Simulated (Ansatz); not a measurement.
# AlClH: ladder of basis sets, by script

How does the energy of AlClH converge with the basis? The task is a ladder of basis sets, for AlClH. SMILES: [AlH][Cl].

Program: Ansatz 0.2.0 through its Python package. The levels of theory stand in the script. These are calculated values, not measurements.

### 1 Starting point

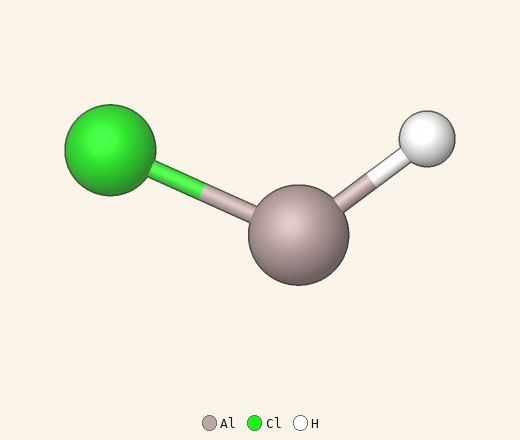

The starting structure, viewed from a chosen angle; aluminium light grey, chlorine green, hydrogen white.

No structure file is read: the coordinates are typed or built in the script.

### 2 Script

Contents of basis_alclh.py:

```python
"""Basis-set convergence for AlClH."""

import ansatz as az

GEOMETRY = """
Al   -0.18660   -0.64020   -0.18000
Cl    1.55600    0.13630    0.86910
H    -1.38030    0.43900   -0.70240
"""

molecule = az.Crystal.molecule()
for line in GEOMETRY.strip().splitlines():
    symbol, *xyz = line.split()
    molecule = molecule.atom(symbol, [float(v) for v in xyz])

setup = (
    molecule.calculation()
    .functional("hf")
    .spin("collinear", total=1)
)

energies = {}
for basis in ["STO-3G", "6-31G", "6-31G*", "def2-SVP", "def2-SVPD", "def2-TZVP", "def2-TZVPP"]:
    report = setup.basis(gaussian=basis).run(threads=1).report
    size = report["n_frozen"] + report["n_occupied"][0] + report["n_virtual"][0]
    energies[basis] = (report["reference_energy_ev"] / 27.211386246, report["free_energy_ev"] / 27.211386246)
    print(f"{basis:14s} {size:4d} orbitals  reference {energies[basis][0]:14.6f} Ha  total {energies[basis][1]:14.6f} Ha")

last = energies["def2-TZVPP"][1]
for basis, (_, total) in energies.items():
    print(f"{basis:14s} lies {27.211386 * (total - last):9.4f} eV above def2-TZVPP")
```

### 3 The calls as engine input

The engine receives this input (first run):

```yaml
crystal:
  periodic: [false, false, false]
  atoms:
    - { symbol: Al, position_ang: [-0.1866, -0.6402, -0.18] }
    - { symbol: Cl, position_ang: [1.556, 0.1363, 0.8691] }
    - { symbol: H, position_ang: [-1.3803, 0.439, -0.7024] }
basis:
  gaussian:
    orbitals: STO-3G
hamiltonian:
  xc: hf
magnetization:
  spin_polarized: true
  initial_magnetization: 1.0
```

### 4 Running it

Command:

```sh
> python basis_alclh.py
```

Log:

```text
STO-3G           19 orbitals  reference    -694.187492 Ha  total    -694.187492 Ha
6-31G            28 orbitals  reference    -701.958594 Ha  total    -701.958594 Ha
6-31G*           40 orbitals  reference    -701.997908 Ha  total    -701.997908 Ha
def2-SVP         41 orbitals  reference    -701.806274 Ha  total    -701.806274 Ha
def2-SVPD        59 orbitals  reference    -701.817492 Ha  total    -701.817492 Ha
def2-TZVP        80 orbitals  reference    -702.050488 Ha  total    -702.050488 Ha
def2-TZVPP       98 orbitals  reference    -702.050822 Ha  total    -702.050822 Ha
STO-3G         lies  213.9721 eV above def2-TZVPP
6-31G          lies    2.5097 eV above def2-TZVPP
6-31G*         lies    1.4399 eV above def2-TZVPP
def2-SVP       lies    6.6545 eV above def2-TZVPP
def2-SVPD      lies    6.3492 eV above def2-TZVPP
def2-TZVP      lies    0.0091 eV above def2-TZVPP
def2-TZVPP     lies    0.0000 eV above def2-TZVPP
```

Run time: 3 s. Hardware: 1 thread of Arm Neoverse V1, shared host; peak memory 0.22 GiB.

### 5 Inputs of later runs

The engine's inputs for some of the other runs:

Run 4, against run 1:

```diff
@@ -9 +9 @@
-    orbitals: STO-3G
+    orbitals: def2-SVP
```

Run 5, against run 1:

```diff
@@ -9 +9 @@
-    orbitals: STO-3G
+    orbitals: def2-SVPD
```

Run 6, against run 1:

```diff
@@ -9 +9 @@
-    orbitals: STO-3G
+    orbitals: def2-TZVP
```

### 6 What each run gave

The 7 runs, in the order started:

```csv
run,basis,energy (eV),<S²>,SCF cycles,CPU time (s)
1,STO-3G,-18889.8040,0.77,11,0.06
2,6-31G,-19101.2664,0.76,12,0.16
3,6-31G*,-19102.3362,0.76,15,0.23
4,def2-SVP,-19097.1216,0.76,12,0.18
5,def2-SVPD,-19097.4269,0.76,15,0.4
6,def2-TZVP,-19103.7670,0.76,16,0.59
7,def2-TZVPP,-19103.7761,0.76,16,0.89
```

### 7 Results

```
                           quantity                                                value
                      runs compared                                                    7
change of the total from set to set  -211.462, -1.070, +5.215, -0.305, -6.340, -0.009 eV
```

Against STO-3G: 6-31G -7771.1 mHa, 6-31G* -7810.4 mHa, def2-SVP -7618.8 mHa, def2-SVPD -7630.0 mHa, def2-TZVP -7863.0 mHa and def2-TZVPP -7863.3 mHa. The last step alone is -0.33 mHa (these two sets differ little on atoms other than hydrogen). The drop along the ladder measures the basis error, and is no property of the molecule. The geometry is a force-field or estimated start, not a minimum of this method, and the last set is no limit. Much of the fall in a total is atomic energy, which cancels in bond and reaction energies. The run takes the species as open-shell (spin multiplicity 2), which needn't be its ground state. Totals across families of basis sets mostly measure their core functions.
